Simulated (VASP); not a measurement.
# CrPbO3: accuracy against cost in the PAW data sets and k-mesh

A convergence test on CrPbO3: the PAW data sets and k-mesh. The series runs use PBEsol. The PAW data sets tried: minimal 64: Cr Pb O; recommended 64: Cr_pv Pb_d O; recommended 54: Cr_pv Pb_d O; semicore 64: Cr_sv Pb_d O; gw 64: Cr_sv_GW Pb_d_GW O_GW; hard 64: Cr_pv Pb_d O_h; soft 64: Cr_pv Pb_d O_s. The k-mesh tried: 2 2 2; 3 3 3; 4 4 4; 5 5 5; 7 7 7; 9 9 9; 11 11 11. The start is a computed cell from the Materials Project.

Method: PBEsol, spin-polarised from a ferromagnetic start (one magnetic atom a cell); plane waves and PAW (Cr, Pb, O), in the first sound run; inputs show where later runs differ, in VASP 6.6.1.

## Step 1: Set-up

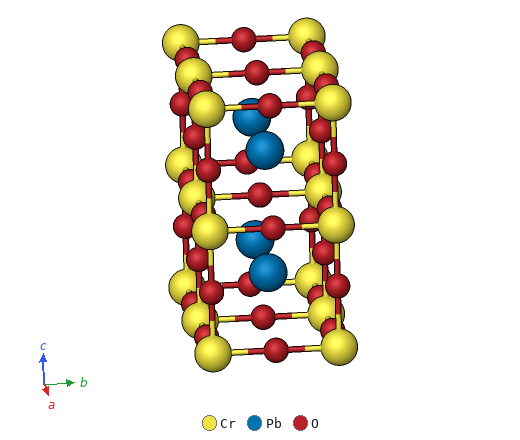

The starting structure, seen slightly off an axis (chromium yellow, lead blue, oxygen red). 2×1×2 cells are drawn. Some periodic images of atoms are drawn too.

Coordinates:

```
Cr Pb O
1.0
     3.91706    0.00000    0.00000
     0.00000    3.91706    0.00000
     0.00000    0.00000    3.91706
Cr Pb O
1 1 3
Cartesian
  0.0000 0.0000 0.0000
  1.9585 1.9585 1.9585
  0.0000 0.0000 1.9585
  0.0000 1.9585 0.0000
  1.9585 0.0000 0.0000
```

## Step 2: PAW data sets: minimal 64: Cr Pb O

Data sets differ in which electrons are valence and how hard the partial waves are. PBEsol restores the gradient expansion of exchange and is tuned for the cells of solids.

INCAR

```
SYSTEM = CrPbO3
PREC = Accurate
ENCUT = 520
EDIFF = 1E-06
NELM = 100
ISMEAR = -1
SIGMA = 0.05
LREAL = .FALSE.
ALGO = Normal
GGA = PS
NBANDS = 24
ISPIN = 2
MAGMOM = 3 0 0 0 0
LASPH = .TRUE.
LMAXMIX = 4
LORBIT = 11
LWAVE = .FALSE.
LCHARG = .FALSE.
KPAR = 4
ISIF = 2
```

POSCAR

```
CrPbO3
1.0
    3.9170570000      0.0000000000      0.0000000000
    0.0000000000      3.9170570000      0.0000000000
    0.0000000000      0.0000000000      3.9170570000
Cr Pb O
1 1 3
Direct
    0.0000000000      0.0000000000      0.0000000000
    0.5000000000      0.5000000000      0.5000000000
    0.0000000000      0.0000000000      0.5000000000
    0.0000000000      0.5000000000      0.0000000000
    0.5000000000      0.0000000000      0.0000000000
```

KPOINTS

```
Automatic mesh
0
Gamma
6 6 6
0 0 0
```

PAW data sets: Cr, Pb and O (PBE family, release 64).

On the command line:

```
mpirun -np 4 vasp_std
```

What it wrote:

```text
[banner, memory and clock lines left out]
running    4 mpi-ranks, on    1 nodes
 distrk:  each k-point on    1 cores,    4 groups
 distr:  one band on    1 cores,    1 groups

 POSCAR found type information on POSCAR CrPbO
 POSCAR found :  3 types and       5 ions
|                                                                             |
|               ----> ADVICE to this user running VASP <----                  |
|                                                                             |
|     You enforced a specific xc type in the INCAR file but a different       |
|     [... a line on the potential file left out ...]
|     I HOPE YOU KNOW WHAT YOU ARE DOING!                                     |
|                                                                             |

 LDA part: xc-table for (Slater+PW92), standard interpolation
 POSCAR, INCAR and KPOINTS ok, starting setup
 FFT: planning ... GRIDC
 FFT: planning ... GRID_SOFT
 FFT: planning ... GRID
 WAVECAR not read
 entering main loop
       N       E                     dE             d eps       ncg     rms          rms(c)
DAV:   1     0.225011810114E+03    0.22501E+03   -0.12434E+04  1944   0.115E+03
DAV:   2    -0.192959523790E+02   -0.24431E+03   -0.21712E+03  2128   0.288E+02
DAV:   3    -0.469385836184E+02   -0.27643E+02   -0.26789E+02  2400   0.108E+02
DAV:   4    -0.476556597210E+02   -0.71708E+00   -0.71554E+00  2208   0.189E+01
DAV:   5    -0.476748207916E+02   -0.19161E-01   -0.19158E-01  2408   0.303E+00    0.298E+01
DAV:   6    -0.487142003150E+02   -0.10394E+01   -0.10173E+02  2208   0.839E+01    0.510E+01
DAV:   7    -0.393790964404E+02    0.93351E+01   -0.11920E+02  2240   0.147E+02    0.131E+01
DAV:   8    -0.379379728904E+02    0.14411E+01   -0.48155E+00  2640   0.196E+01    0.692E+00
DAV:   9    -0.376294394056E+02    0.30853E+00   -0.87635E-01  2624   0.109E+01    0.409E+00
DAV:  10    -0.376244268589E+02    0.50125E-02   -0.69216E-02  2528   0.205E+00    0.236E+00
DAV:  11    -0.376143042077E+02    0.10123E-01   -0.40104E-02  2496   0.233E+00    0.531E-01
DAV:  12    -0.376129527743E+02    0.13514E-02   -0.88428E-03  2784   0.110E+00    0.235E-01
DAV:  13    -0.376128022055E+02    0.15057E-03   -0.26523E-03  2640   0.612E-01    0.127E-01
DAV:  14    -0.376127934131E+02    0.87924E-05   -0.10572E-04  2648   0.108E-01    0.600E-02
DAV:  15    -0.376127917560E+02    0.16571E-05   -0.11956E-05  2528   0.374E-02    0.347E-02
DAV:  16    -0.376127928069E+02   -0.10509E-05   -0.56967E-06  2416   0.249E-02    0.138E-02
DAV:  17    -0.376127926623E+02    0.14462E-06   -0.32015E-06  1592   0.230E-02
   1 F= -.37612793E+02 E0= -.37599887E+02  d E =-.258104E-01  mag=     2.0000
```

Run time: 18 s. Hardware: 4 MPI ranks of AMD EPYC 7R43, shared host; peak memory 0.78 GiB.

Lines that name or quote the potential files are left out of all logs, and their timing lines are given in words.

Parts of OUTCAR (step 2):

```text
ion  position               nearest neighbor table
   1  0.000  0.000  0.000-   3 1.96   4 1.96   5 1.96   3 1.96   4 1.96   5 1.96   2 3.39   2 3.39
                             2 3.39   2 3.39   2 3.39   2 3.39   2 3.39   2 3.39
   2  0.500  0.500  0.500-   3 2.77   4 2.77   5 2.77   4 2.77   5 2.77   3 2.77   5 2.77   5 2.77
                             3 2.77   4 2.77   4 2.77   3 2.77   1 3.39   1 3.39   1 3.39   1 3.39
   3  0.000  0.000  0.500-   1 1.96   1 1.96   2 2.77   2 2.77   2 2.77   2 2.77
   4  0.000  0.500  0.000-   1 1.96   1 1.96   2 2.77   2 2.77   2 2.77   2 2.77
   5  0.500  0.000  0.000-   1 1.96   1 1.96   2 2.77   2 2.77   2 2.77   2 2.77

  LATTYP: Found a simple cubic cell.
 ALAT       =     3.9170570000

 Subroutine GETGRP returns: Found 48 space group operations
 (whereof 48 operations were pure point group operations)

The static configuration has the point symmetry O_h .

 Found     20 irreducible k-points:

   k-points           NKPTS =     20   k-points in BZ     NKDIM =     20   number of bands    NBANDS=     24

   dimension x,y,z NGX =    30 NGY =   30 NGZ =   30
   dimension x,y,z NGXF=    60 NGYF=   60 NGZF=   60

   ENCUT  =  520.0 eV  38.22 Ry    6.18 a.u.   7.28  7.28  7.28*2*pi/ulx,y,z

   NELECT =      28.0000    total number of electrons

 k-points in reciprocal lattice and weights: Automatic mesh
   0.00000000  0.00000000  0.00000000       0.005
   0.16666667  0.00000000  0.00000000       0.028
   0.33333333  0.00000000  0.00000000       0.028
   0.50000000  0.00000000  0.00000000       0.014
   0.16666667  0.16666667  0.00000000       0.056
   0.33333333  0.16666667  0.00000000       0.111
   0.50000000  0.16666667  0.00000000       0.056
   0.33333333  0.33333333  0.00000000       0.056
   0.50000000  0.33333333  0.00000000       0.056
[...]
0.50000000  0.50000000  0.33333333       0.028
   0.50000000  0.50000000  0.50000000       0.005

 average (electrostatic) potential at core
       1 -44.7173       2 -42.0128       3 -70.0794       4 -70.0794       5 -70.0794

 E-fermi :   4.7824

 spin component 1
 k-point     1 :       0.0000    0.0000    0.0000
  band No.  band energies     occupation
    ...
     12       3.0057      1.00000
     13       3.0057      1.00000
     14       3.0256      1.00000
     15       3.0256      1.00000
     16       3.0257      1.00000
     17       4.9588      0.02853
     18       4.9590      0.02840
     19      11.8368      0.00000
     20      11.8368      0.00000
     21      11.8368      0.00000
    ...

 k-point     2 :       0.1667    0.0000    0.0000
  band No.  band energies     occupation
    ...
     12       2.9264      1.00000
     13       2.9264      1.00000
     14       3.0258      1.00000
     15       3.8440      1.00000
     16       3.8441      1.00000
     17       4.9590      0.02840
     18       5.8616      0.00000
     19      10.2574      0.00000
     20      11.5061      0.00000
     21      11.5061      0.00000
    ...

 k-point     3 :       0.3333    0.0000    0.0000
  band No.  band energies     occupation
    ...
     12       3.0307      1.00000
     13       3.0307      1.00000
     14       3.3454      1.00000
     15       4.5511      0.99028
     16       4.5513      0.99026
     17       4.9591      0.02836
     18       6.8311      0.00000
     19       8.2074      0.00000
     20      10.8961      0.00000
     21      10.8961      0.00000
    ...

 k-point     4 :       0.5000    0.0000    0.0000
  band No.  band energies     occupation
    ...
     10       2.3762      1.00000
     11       3.0264      1.00000
     12       3.0904      1.00000
     13       3.0904      1.00000
     14       4.1770      0.99999
     15       4.8218      0.31235
     16       4.8220      0.31174
     17       4.9591      0.02835
     18       6.7219      0.00000
     19       7.5160      0.00000
    ...

 k-point     5 :       0.1667    0.1667    0.0000
  band No.  band energies     occupation
    ...
     12       2.7965      1.00000
     13       3.0051      1.00000
     14       3.8437      1.00000
     15       3.8876      1.00000
     16       4.1324      1.00000
     17       5.4164      0.00000
     18       6.3134      0.00000
     19       9.8421      0.00000
     20      10.6175      0.00000
     21      11.1715      0.00000
    ...

 k-point     6 :       0.3333    0.1667    0.0000
  band No.  band energies     occupation
    ...
     12       2.7899      1.00000
     13       3.4129      1.00000
     14       3.9132      1.00000
     15       4.5741      0.98471
     16       4.7651      0.58553
     17       5.5141      0.00000
     18       7.2495      0.00000
     19       8.3965      0.00000
     20      10.2954      0.00000
     21      10.5482      0.00000
    ...

  Total       -4.8223877     -4.8223877     -4.8223877     -0.0000000      0.0000000     -0.0000000
  in kB     -128.5562012   -128.5562012   -128.5562012     -0.0000000      0.0000000     -0.0000000
  external PRESSURE =    -128.5562012 kB  Pullay stress =       0.0000000 kB

  energy-cutoff  :      520.00
  volume of cell :       60.10
      direct lattice vectors                 reciprocal lattice vectors
     3.917057000  0.000000000  0.000000000     0.255293706  0.000000000  0.000000000
     0.000000000  3.917057000  0.000000000     0.000000000  0.255293706  0.000000000
     0.000000000  0.000000000  3.917057000     0.000000000  0.000000000  0.255293706

 POSITION                                       TOTAL-FORCE (eV/Angst)
 -----------------------------------------------------------------------------------
      0.00000      0.00000      0.00000         0.000000      0.000000      0.000000
      1.95853      1.95853      1.95853         0.000000      0.000000      0.000000
      0.00000      0.00000      1.95853         0.000000      0.000000      0.000000
      0.00000      1.95853      0.00000         0.000000      0.000000      0.000000
      1.95853      0.00000      0.00000         0.000000      0.000000      0.000000
 -----------------------------------------------------------------------------------
    total drift:                                0.000000     -0.000000      0.000000

  FREE ENERGIE OF THE ION-ELECTRON SYSTEM (eV)
  ---------------------------------------------------
  free  energy   TOTEN  =       -37.6127926623 eV

  energy  without entropy=      -37.5869822585  energy(sigma->0) =      -37.59988746

 total charge
# of ion       s       p       d       tot
------------------------------------------
    1        0.431   0.769   4.200   5.400
    2        1.820   0.720   0.146   2.686
    3        1.566   3.379   0.000   4.945
    4        1.566   3.379   0.000   4.945
    5        1.566   3.379   0.000   4.945
--------------------------------------------------
tot          6.949  11.626   4.346  22.921

 magnetization (x)
# of ion       s       p       d       tot
------------------------------------------
    1        0.007   0.011   1.982   2.000
    2       -0.022   0.023   0.000   0.001
    3       -0.001  -0.028   0.000  -0.030
    4       -0.001  -0.028   0.000  -0.030
    5       -0.001  -0.028   0.000  -0.030
--------------------------------------------------
tot         -0.019  -0.051   1.982   1.913

[... 6 further parts left out ...]
```

The cell holds one magnetic atom, so no antiferromagnetic order fits into it. Experiment finds antiferromagnetic order in this phase (below 200 K, arxiv:2410.11649), so this ferromagnetic run describes another state. The k-mesh is coarse for a metal. The PAW data sets were made with PBE, which is usual practice but a small mismatch for other functionals. Oxides and halides of Cr are often magnetic insulators, and a metal at this level, without U or exact exchange, may be an artefact. The data sets Cr and Pb keep the semicore shell frozen, which is cheaper and a little less accurate.

This step gave:

| Quantity | Value |
| --- | --- |
| SCF cycles | 17 |
| electrons | 28 |
| bands | 24 |
| irreducible k-points | 20 |
| symmetry operations | 48 |
| free energy (TOTEN) | -37.61 eV |
| energy at zero smearing | -37.60 eV |
| Fermi energy | 4.782 eV |
| pressure | -12.86 GPa |
| moment of the cell, from the last line of the log | 2 μB |
| metallic | yes |

Spin moment in the PAW sphere by atom:

```tsv
atom	spin moment in the PAW sphere (μB)
Cr1	2.00
Pb2	0.00
O3	-0.03
O4	-0.03
O5	-0.03
```

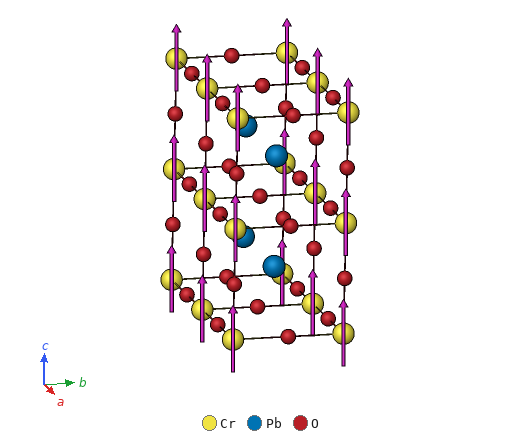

Spin moment in the PAW sphere as arrows, the longest 2 μB. Up and down stand for the sign. Arrows give size and sign along the axis of quantisation, drawn up and down the page. 2×1×2 cells are drawn. Some periodic images of atoms are drawn too.

The series starts at -7.5200 eV an atom and -12.86 GPa, after 17 cycles in 18 s.

## Step 3: PAW data sets: recommended 64: Cr pv Pb d O

This step: PBEsol, spin-polarised from a ferromagnetic start (one magnetic atom a cell); plane waves and PAW (Cr_pv, Pb_d, O) (VASP 6.6.1).

Edit INCAR of step 2 so:

```diff
@@ -10,3 +10,3 @@
 GGA = PS
-NBANDS = 24
+NBANDS = 32
 ISPIN = 2
```

POSCAR is that of step 2.

KPOINTS is that of step 2.

The projector-augmented-wave data sets are Cr_pv, Pb_d and O (PBE family, release 64).

On the command line:

```
mpirun -np 4 vasp_std
```

What it wrote:

```text
[banner, memory and clock lines left out]
running    4 mpi-ranks, on    1 nodes
[...]
[... a notice as in an earlier step ...]

 LDA part: xc-table for (Slater+PW92), standard interpolation
 POSCAR, INCAR and KPOINTS ok, starting setup
[...]
entering main loop
       N       E                     dE             d eps       ncg     rms          rms(c)
DAV:   1     0.530434651489E+03    0.53043E+03   -0.22420E+04  2568   0.163E+03
DAV:   2     0.807488502460E+01   -0.52236E+03   -0.48154E+03  2808   0.469E+02
DAV:   3    -0.455246788062E+02   -0.53600E+02   -0.52076E+02  3056   0.163E+02
DAV:   4    -0.473506368646E+02   -0.18260E+01   -0.18171E+01  3080   0.315E+01
[...]
DAV:  15    -0.375821846512E+02    0.32329E-06   -0.84409E-05  3616   0.739E-02    0.159E-02
DAV:  16    -0.375821853759E+02   -0.72464E-06   -0.10218E-05  3040   0.202E-02    0.833E-03
DAV:  17    -0.375821855577E+02   -0.18184E-06   -0.78154E-07  1888   0.977E-03
   1 F= -.37582186E+02 E0= -.37569342E+02  d E =-.256869E-01  mag=     1.9999
```

It took 21 s on 4 MPI ranks; peak memory 0.77 GiB; 76 s of CPU time.

Parts of OUTCAR (step 3):

```text
  Total       -4.3793381     -4.3793381     -4.3793381     -0.0000000     -0.0000000     -0.0000000
  in kB     -116.7452934   -116.7452934   -116.7452934     -0.0000000     -0.0000000     -0.0000000
  external PRESSURE =    -116.7452934 kB  Pullay stress =       0.0000000 kB

  FREE ENERGIE OF THE ION-ELECTRON SYSTEM (eV)
  ---------------------------------------------------
  free  energy   TOTEN  =       -37.5821855577 eV

  energy  without entropy=      -37.5564986382  energy(sigma->0) =      -37.56934210

 magnetization (x)
# of ion       s       p       d       tot
------------------------------------------
    1        0.007   0.012   1.966   1.986
    2       -0.022   0.014  -0.000  -0.009
    3       -0.001  -0.025   0.000  -0.026
    4       -0.001  -0.025   0.000  -0.026
    5       -0.001  -0.025   0.000  -0.026
--------------------------------------------------
tot         -0.018  -0.049   1.966   1.898

[... 2 parts as in an earlier step ...]

[... 2 further parts left out ...]
[key lines of the parts left out:]
E-fermi :   6.6548
```

With 44 valence electrons the pressure is -11.67 GPa, +1.18 GPa from the first of the series, after 17 cycles in 21 s.

## Step 4: PAW data sets: recommended 54: Cr pv Pb d O

INCAR is that of step 3.

POSCAR is that of step 3.

KPOINTS is that of step 3.

PAW data sets: Cr_pv, Pb_d and O (PBE family, release 54).

On the command line:

```
mpirun -np 4 vasp_std
```

What it wrote:

```text
[... set-up lines as in an earlier step ...]
 entering main loop
       N       E                     dE             d eps       ncg     rms          rms(c)
[... 17 cycles as in an earlier step ...]
   1 F= -.37582186E+02 E0= -.37569342E+02  d E =-.256869E-01  mag=     1.9999
```

Run time: 22 s. Hardware: 4 MPI ranks; peak memory 0.79 GiB; 78 s of CPU time.

From OUTCAR (step 4):

```text
[... 7 parts as in an earlier step ...]

[... 1 further part left out ...]
[key lines of the parts left out:]
E-fermi :   6.6548
```

With 44 valence electrons the pressure is -11.67 GPa, +1.18 GPa from the first of the series, after 17 cycles in 22 s.

## Step 5: PAW data sets: semicore 64: Cr sv Pb d O

This step: PBEsol, spin-polarised from a ferromagnetic start (one magnetic atom a cell); plane waves and PAW (Cr_sv, Pb_d, O) (VASP 6.6.1).

Edit INCAR of step 4 so:

```diff
@@ -10,3 +10,3 @@
 GGA = PS
-NBANDS = 32
+NBANDS = 33
 ISPIN = 2
```

POSCAR is that of step 4.

KPOINTS is that of step 4.

Potentials, in the order of the species: Cr_sv, Pb_d and O (PBE family, release 64).

On the command line:

```
mpirun -np 4 vasp_std
```

What it wrote:

```text
[... set-up lines as in an earlier step ...]
 entering main loop
       N       E                     dE             d eps       ncg     rms          rms(c)
DAV:   1     0.565434077755E+03    0.56543E+03   -0.23715E+04  3420   0.182E+03
DAV:   2     0.248362115113E+02   -0.54060E+03   -0.51348E+03  2666   0.575E+02
DAV:   3    -0.437728440987E+02   -0.68609E+02   -0.65614E+02  3582   0.211E+02
DAV:   4    -0.472593573673E+02   -0.34865E+01   -0.34692E+01  4287   0.506E+01
[...]
DAV:  14    -0.377360259022E+02   -0.35442E-05   -0.42306E-05  3587   0.507E-02    0.526E-02
DAV:  15    -0.377360219406E+02    0.39616E-05   -0.10468E-05  4033   0.349E-02    0.290E-02
DAV:  16    -0.377360214686E+02    0.47207E-06   -0.10281E-06  2236   0.113E-02
   1 F= -.37736021E+02 E0= -.37723195E+02  d E =-.256523E-01  mag=     2.0001
```

Elapsed: 23 s, on 4 MPI ranks; peak memory 0.78 GiB; 82 s of CPU time.

Parts of OUTCAR (step 5):

```text
  Total       -4.6749227     -4.6749227     -4.6749227     -0.0000000     -0.0000000      0.0000000
  in kB     -124.6250496   -124.6250496   -124.6250496     -0.0000000     -0.0000000      0.0000000
  external PRESSURE =    -124.6250496 kB  Pullay stress =       0.0000000 kB

  FREE ENERGIE OF THE ION-ELECTRON SYSTEM (eV)
  ---------------------------------------------------
  free  energy   TOTEN  =       -37.7360214686 eV

  energy  without entropy=      -37.7103691583  energy(sigma->0) =      -37.72319531

 magnetization (x)
# of ion       s       p       d       tot
------------------------------------------
    1        0.006   0.006   1.851   1.863
    2       -0.022   0.014  -0.000  -0.009
    3       -0.001  -0.024   0.000  -0.025
    4       -0.001  -0.024   0.000  -0.025
    5       -0.001  -0.024   0.000  -0.025
--------------------------------------------------
tot         -0.020  -0.053   1.851   1.779

[... 2 parts as in an earlier step ...]

[... 2 further parts left out ...]
[key lines of the parts left out:]
E-fermi :   7.2703
```

With 46 valence electrons the pressure is -12.46 GPa, +0.39 GPa from the first of the series, after 16 cycles in 23 s.

[end of part 1 of 3]

[Lines on the potential files, build, host, timing and source positions are cut from VASP's logs without a mark.]

[Logs are printed without paths, hosts, clocks, repeated set-up lines and the standing remarks that a program may print on its own settings, such as how far it seeks lower states.]

[Hosts, paths, dates, database ids (printed as entryN), source tags and the programs' standing remarks are cut or masked in the printed files.]

[A measured line is paired with the nearest computed mode of its activity, which favours agreement.]

[In band tables of VASP the shares of atoms and orbitals are scaled to a sum of 1 inside the atoms' spheres.]
